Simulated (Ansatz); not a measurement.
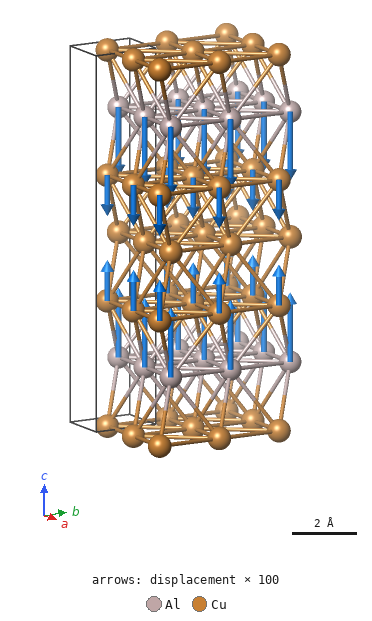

A relaxation of solid AlCu$_{2}$ (a generated structure, set up in P-6m2). The starting structure is drawn; blue arrows show the displacements (the part carried along by the change of the cell is left out), magnified 100 times.

Style: ball-and-stick. Shown: the cell of the calculation, repeated 3 × 3 × 1 with one cell outlined, slightly off an axis.

Level of theory: DFT PBE, scalar-relativistic, plane waves, PAW (Ansatz 0.2.0).

Input file:
```yaml
crystal:
  lattice:
    - [2.7686180438, 0.0, 0.0]
    - [-1.3843090219, 2.3976935593, 0.0]
    - [0.0, 0.0, 11.9266246604]
  atoms:
    - { symbol: Al, position: [0.3333333333, 0.6666666667, 0.8324832874] }
    - { symbol: Al, position: [0.3333333333, 0.6666666667, 0.1675167126] }
    - { symbol: Cu, position: [0.3333333333, 0.6666666667, 0.5] }
    - { symbol: Cu, position: [0.6666666667, 0.3333333333, 0.0] }
    - { symbol: Cu, position: [0.6666666667, 0.3333333333, 0.3332021594] }
    - { symbol: Cu, position: [0.6666666667, 0.3333333333, 0.6667978406] }
basis:
  ecutwfc: 420
kpoints:
  mp_grid: { grid: [18, 18, 4] }
hamiltonian:
  xc: pbe
scf:
  occupations: { method: gaussian, width: 0.1 }
output:
  forces: true
  stress: true
  eigenvalues: true
relax:
  adjacent_minimum: "off"
  f_tol: 0.01
  max_steps: 80
  cell: { stress_tol: 0.05 }
```

Launched with:
```bash
ansatz run input.yaml --threads 1 --pin off --max-ram 2560MiB --backend cpu --events-out ev --progress --plain --runs-dir out
```

**Describe the change and its energy.**

The energy falls by 49.7 meV per cell of the calculation in 3 accepted moves (4 points after the start). Largest force component: 0.17 eV/Å at the start, 0.0012 eV/Å at the end. The pressure goes from −0.12 to 0.02 GPa. The SCF was repeated once at an unchanged geometry on a basis and grid sized afresh for the cell, which shifted the energy by 0.2 meV per cell of the calculation at most. The largest moves relative to the cell, 0.022 Å, are those of Al1 and Al2. Al1 goes along −c. Largest moves by element: Al 0.022 Å, Cu 0.013 Å. The drawn cell changes as follows: a = b 2.769 → 2.722 Å (−1.7 %), c 11.927 → 12.250 Å (+2.7 %); the volume changes by −0.7 %. Some distances before and after: Cu3–Cu3 2.769 → 2.722 Å, Al1–Al1 2.769 → 2.722 Å, Al1–Cu4 2.559 → 2.602 Å, Al1–Cu6 2.542 → 2.560 Å. The space group stays P-6m2 (No. 187). Cost: 91 s on 1 thread of Intel(R) Xeon(R) 6975P-C (Granite Rapids), with other jobs on the host, peak memory 0.64 GiB.
